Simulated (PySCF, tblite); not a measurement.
**C₂H₇OSSi radical: geometry, infrared bands and EPR parameters**

What infrared bands and EPR parameters should C₂H₇OSSi radical (`[SiH3]O[CH]CS`) show?

Programs: tblite 0.8.0 and PySCF 2.14.0, with density-fitted response routines of our own. Each step states its level of theory. These are calculated values for one molecule in the gas phase, unless marked as measured. Atoms count from 0, in the outputs and in this text.

## 1. The starting structure

12 atoms, charge 0, multiplicity 2; geometry from: force field or distance geometry start.

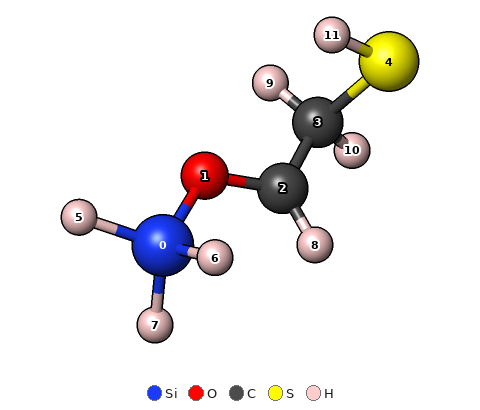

As it starts; silicon blue, oxygen red, carbon dark grey, sulfur yellow, hydrogen pink, atoms numbered; sticks join atoms by distance.

## 2. Geometry optimisation with GFN2-xTB

The job: settings as JSON, then the geometry in Å.

```
{"job": {"kind": "relax", "xc": "GFN2-xTB", "basis": "xTB"}, "charge": 0, "multiplicity": 2}
Si    -2.121100     0.515000     0.113100
O     -0.543400     0.514100    -0.386700
C      0.275300    -0.572600    -0.117200
C      1.687400    -0.490300    -0.548500
S      2.705100    -0.028900     0.885900
H     -2.780700     1.785700    -0.307300
H     -2.197500     0.393600     1.587900
H     -2.840100    -0.624100    -0.496300
H     -0.143600    -1.415600     0.413200
H      1.821700     0.233700    -1.336300
H      2.014000    -1.474400    -0.912700
H      2.124000     1.163300     1.078800
```

On the command line:

```console
> OMP_NUM_THREADS=1 python probes_run.py task.json out
```

The driver reads the jobs from task.json and runs them one after another.

What it wrote:

```text
step      E/eV     max force
  0    -458.91043    1.713
  1    -459.00586    0.999
  2    -459.07401    0.684
  3    -459.09944    0.416
  4    -459.11562    0.365
  5    -459.12709    0.291
  6    -459.13799    0.261
  7    -459.14569    0.232
  8    -459.15189    0.208
  9    -459.15634    0.189
 10    -459.16140    0.206
 11    -459.16671    0.211
 12    -459.17103    0.213
 13    -459.17440    0.162
 14    -459.17767    0.168
 15    -459.18047    0.142
 16    -459.18263    0.145
 17    -459.18456    0.135
 18    -459.18655    0.125
 19    -459.18881    0.150
 20    -459.19159    0.182
 21    -459.19463    0.208
 22    -459.19712    0.160
 23    -459.19894    0.121
 24    -459.20056    0.113
 25    -459.20200    0.099
 26    -459.20318    0.090
 27    -459.20407    0.064
 28    -459.20475    0.077
 29    -459.20533    0.071
 30    -459.20576    0.042
 31    -459.20598    0.037
 32    -459.20610    0.026
 33    -459.20620    0.028
 34    -459.20632    0.031
 35    -459.20646    0.024
 36    -459.20657    0.028
 37    -459.20666    0.028
 38    -459.20676    0.030
 39    -459.20691    0.039
 40    -459.20709    0.036
 41    -459.20727    0.040
 42    -459.20743    0.037
 43    -459.20764    0.048
 44    -459.20793    0.056
 45    -459.20826    0.056
 46    -459.20852    0.047
 47    -459.20870    0.050
 48    -459.20890    0.048
 49    -459.20920    0.047
 50    -459.20953    0.047
 51    -459.20974    0.034
 52    -459.20984    0.034
 53    -459.20994    0.033
 54    -459.21009    0.030
 55    -459.21030    0.040
 56    -459.21048    0.033
 57    -459.21056    0.024
 58    -459.21061    0.021
 59    -459.21066    0.018
 60    -459.21074    0.019
 61    -459.21082    0.016
 62    -459.21086    0.014
 63    -459.21088    0.009
```

It took 0.33 s on 1 thread of Arm Neoverse V1, shared host.

Step by step: (not every step is listed)

```tsv
step	energy from step 0 (eV)	largest force (eV/Å)
0	0.0000	1.7131
1	-0.0954	0.9991
2	-0.1636	0.6841
3	-0.1890	0.4155
4	-0.2052	0.3651
5	-0.2167	0.2912
6	-0.2276	0.2612
7	-0.2353	0.2322
8	-0.2415	0.2084
13	-0.2640	0.1624
18	-0.2761	0.1253
23	-0.2885	0.1215
28	-0.2943	0.0767
33	-0.2958	0.0283
38	-0.2963	0.0295
43	-0.2972	0.0476
48	-0.2985	0.0475
53	-0.2995	0.0328
58	-0.3002	0.0210
59	-0.3002	0.0185
60	-0.3003	0.0188
61	-0.3004	0.0161
62	-0.3004	0.0140
63	-0.3004	0.0088
```

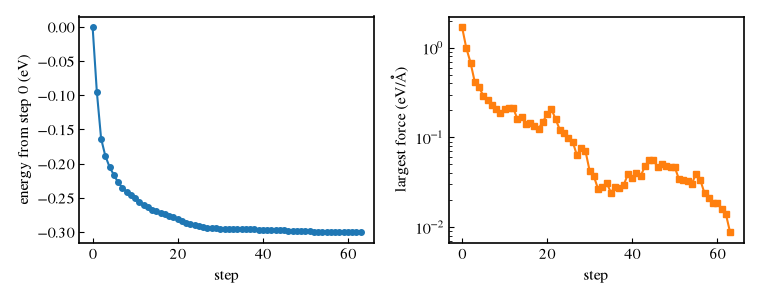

Energy and force, step by step.

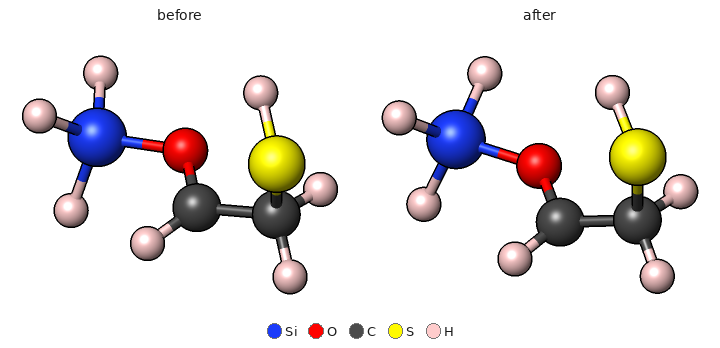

The geometry before (left) and after (right).

Distances of close pairs at the start and the end, largest changes first:

```tsv
bond	before (Å)	after (Å)	change (Å)
C3–S4	1.818	1.942	+0.124
O1–C2	1.387	1.335	-0.052
C2–C3	1.479	1.433	-0.046
Si0–H5	1.492	1.452	-0.040
Si0–O1	1.655	1.634	-0.021
Si0–H6	1.482	1.464	-0.017
Si0–H7	1.478	1.464	-0.014
C3–H10	1.099	1.085	-0.014
```

The next job starts from the end point, and lists it.

## 3. Vibrational analysis with GFN2-xTB

The job: settings as JSON, then the geometry in Å.

```
{"job": {"kind": "ir", "xc": "GFN2-xTB", "basis": "xTB"}, "charge": 0, "multiplicity": 2}
Si    -2.142096     0.521035     0.174017
O     -0.607405     0.281263    -0.334370
C      0.260808    -0.727916    -0.240783
C      1.627874    -0.505179    -0.608762
S      2.647964     0.153066     0.907402
H     -2.326665     1.868779    -0.334410
H     -2.212641     0.410672     1.632412
H     -3.027875    -0.480900    -0.421712
H     -0.024066    -1.597005     0.332765
H      1.755840     0.265040    -1.363562
H      2.168422    -1.414110    -0.850607
H      1.881037     1.224569     1.081585
```

What it wrote:

```text
mode    cm-1     km/mol
  1      43.9      0.73
  2      72.7      1.45
  3     154.0      2.13
  4     163.5      1.47
  5     216.1     34.82
  6     261.7     30.06
  7     397.1      0.18
  8     437.4     34.13
  9     581.8     27.51
 10     585.3     61.59
 11     628.7     72.91
 12     700.4     33.34
 13     733.1    206.60
 14     766.7     17.47
 15     796.5    251.15
 16     826.6    407.41
 17     943.7     45.06
 18    1062.8    126.51
 19    1140.0      8.93
 20    1164.4     23.58
 21    1261.2     81.61
 22    1354.7    139.87
 23    1424.8     37.63
 24    2235.5    347.10
 25    2266.8    207.08
 26    2365.5    226.24
 27    2456.7    134.07
 28    3020.4      1.51
 29    3043.7      1.02
 30    3065.7     34.41
```

Wall time 0.3 s (1 thread of Arm Neoverse V1, shared host).

Which atoms move in the most intense modes:

```tsv
cm⁻¹	km/mol	atoms
733	206.6	H5 61 %, H7 17 %, H6 16 %
796	251.2	H6 34 %, H7 33 %, H5 23 %
827	407.4	H6 39 %, H7 38 %, H5 14 %
1355	139.9	C2 41 %, H10 21 %, H8 15 %, O1 13 %
2236	347.1	H6 51 %, H7 45 %
2267	207.1	H7 52 %, H6 46 %
2366	226.2	H5 97 %
2457	134.1	H11 97 %
```

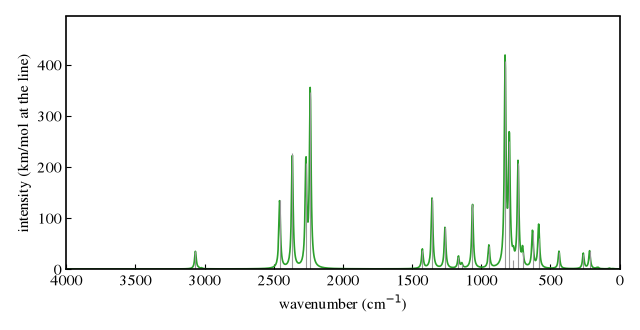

The infrared spectrum from these modes, unscaled. Lines are broadened to a width of 14 cm⁻¹ (Lorentzian).

## 4. EPR parameters: B3LYP/pcH-1

Same as in step 3 but for these lines:

```diff
@@ -1,2 +1,2 @@
-{"job": {"kind": "ir", "xc": "GFN2-xTB", "basis": "xTB"}, "charge": 0, "multiplicity": 2}
+{"job": {"kind": "epr", "basis": "pcH-1"}, "charge": 0, "multiplicity": 2}
 Si    -2.142096     0.521035     0.174017
```

Method: UKS B3LYP, pcH-1 on C H O S Si, non-relativistic, mean-field spin-orbit, GIAO.

What it wrote:

```text
UKS, coarse grid
  cycle   1  E = -843.24191057  |g| = 4.86e-01
  cycle   2  E = -843.10311767  |g| = 7.90e-01
  cycle   3  E = -843.32039421  |g| = 9.30e-02
  cycle   4  E = -843.32359722  |g| = 3.68e-02
  cycle   5  E = -843.32425673  |g| = 8.60e-03
  cycle   6  E = -843.32429400  |g| = 3.59e-03
  cycle   7  E = -843.32430229  |g| = 1.23e-03
  cycle   8  E = -843.32430313  |g| = 5.98e-04
UKS, final grid
  cycle   1  E = -843.32430888  |g| = 8.43e-04
  cycle   2  E = -843.32430835  |g| = 1.31e-03
  cycle   3  E = -843.32430927  |g| = 6.73e-05
  cycle   4  E = -843.32430927  |g| = 2.45e-05
E = -843.32430927 Eh   <S^2> = 0.7558 (exact 0.7500)
g shifts (ppm)      1          2          3
  rmc          -203       -203       -203
  gc              0         19         35
  oz_so        -199        550       3064
  total        -401        367       2896
hyperfine (MHz)  atom isotope    a_iso     a_fc   dipolar eigenvalues
    0  29Si       2.42       2.41     -1.92      0.63      1.28
    1   17O     -13.15     -13.18    -46.02     22.44     23.59
    2   13C      88.43      88.44    -72.29    -70.67    142.96
    3   13C      -8.28      -8.26     -6.94      1.41      5.53
    4   33S      28.97      28.91    -22.25    -20.37     42.63
    5    1H      -3.00      -3.00     -2.35     -1.57      3.91
    6    1H       9.99       9.99     -1.99     -1.72      3.71
    7    1H       8.77       8.77     -2.07     -1.76      3.83
    8    1H     -50.61     -50.65    -32.75     -1.20     33.95
    9    1H      16.92      16.93     -5.06     -2.95      8.01
   10    1H      30.03      30.06     -5.75     -2.61      8.36
   11    1H      -7.34      -7.43     -7.10      1.18      5.92
```

Run time: 38 s. Hardware: 1 thread of Arm Neoverse V1, shared host; peak memory 0.71 GiB.

Principal g values 2.00192, 2.00269, 2.00522; g(iso) = 2.00327, against 2.00232 for a free electron.

Mean a(iso) over the nuclei that a row names, and the largest dipolar term of the row (other rows stand at the frozen geometry):

```tsv
nuclei	isotope	a(iso) (MHz)	a(iso) (G, at g = 2.0023)	largest dipolar term (MHz)
C2	13C	88.4	31.6	143.0
H8	1H	-50.6	-18.1	33.9
S4	33S	29.0	10.3	42.6
H9, H10	1H	23.5	8.4	8.4
O1	17O	-13.2	-4.7	-46.0
C3	13C	-8.3	-3.0	-6.9
H11	1H	-7.3	-2.6	-7.1
H5, H6, H7	1H	5.3	1.9	3.9
Si0	29Si	2.4	0.9	-1.9
```

Mulliken spin populations:

```tsv
atom	value (e)
Si0	0.01
O1	0.08
C2	0.81
C3	-0.08
S4	0.20
H5	0.00
H6	0.01
H7	0.01
H8	-0.04
H9	0.01
H10	0.01
H11	-0.01
```

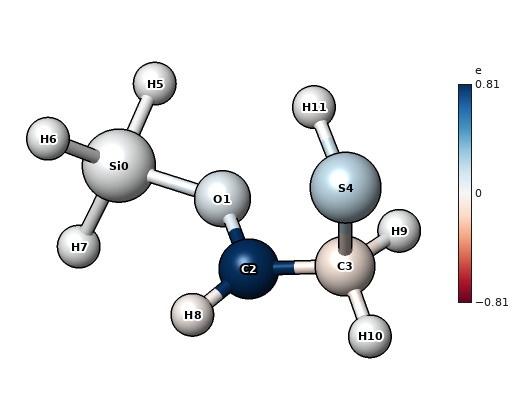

Mulliken spin populations, as colours on the atoms.

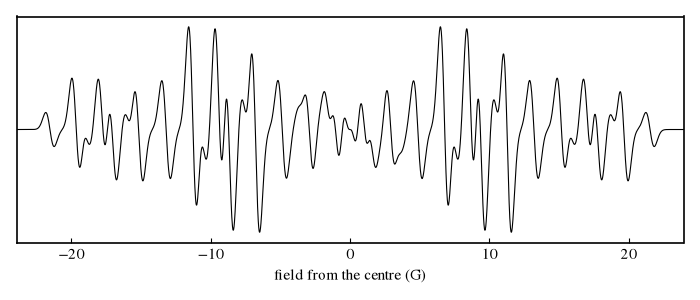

First-order isotropic spectrum (first derivative, main isotopes with spin only, couplings over 0.8 MHz, Gaussian width 0.3 G; couplings of the frozen geometry, rotation of groups not averaged beyond the rows shown).

Orbitals, density, ELF and potential are computed afterwards from the orbital file.

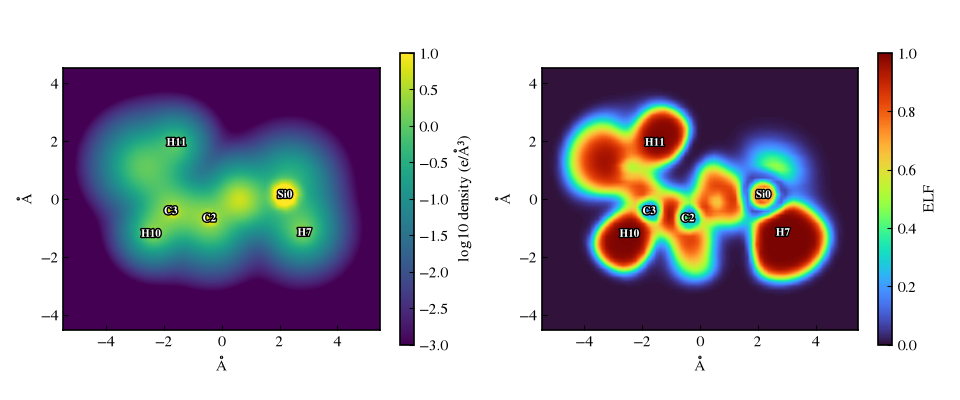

Density (left) and ELF (right) in a plane through or near 6 of the atoms.

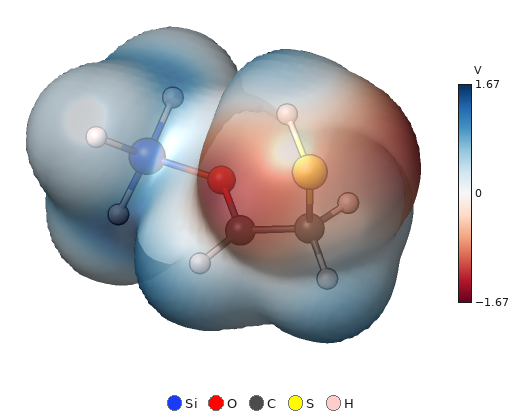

The potential that a unit positive charge feels on the 0.002 e/bohr³ surface, from -1.14 V near S4 to 1.67 V near H6.

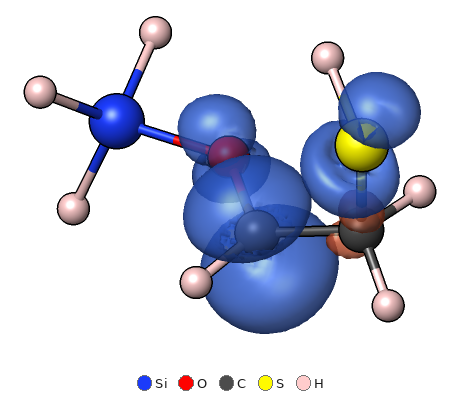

Spin density at ±0.04 e/Å³ (alpha excess blue, beta excess red).

## 5. What came out

| quantity | value |
| --- | --- |
| strongest single infrared mode (GFN2-xTB) | 827 cm⁻¹, 407 km/mol |
| zero-point energy (GFN2-xTB) | 48.9 kcal/mol |
| g(iso) (B3LYP) | 2.00327 |
| ⟨S²⟩ | 0.756 (exact 0.75) |
| largest a(iso) (averaged by class) | 13C on C2, 88.4 MHz |
| potential on the surface of density 0.002 e/bohr³, 1st and 99th percentile | -1.14 V and 1.67 V |

Over 63 steps the energy fell by 0.300 eV; of the close pairs, C3–S4 changed most, 1.818 to 1.942 Å. No mode is imaginary among the 30: a minimum at this level. The strongest single mode, at 827 cm⁻¹, moves mainly H6 and H7. GFN2-xTB is a fitted tight-binding method: band positions and strengths are rough. Its intensities can rank the bands wrongly. Most of the unpaired spin sits on C2 (0.81 e). The isotropic g lies 1.0 ppt above the free-electron value. These values are for one conformer; the search (at its own cheap level) found 2 more, at 0.02, 2.10 kcal/mol (those within 0.05 may be mirror or relabelled copies), and measured spectra average over such forms.
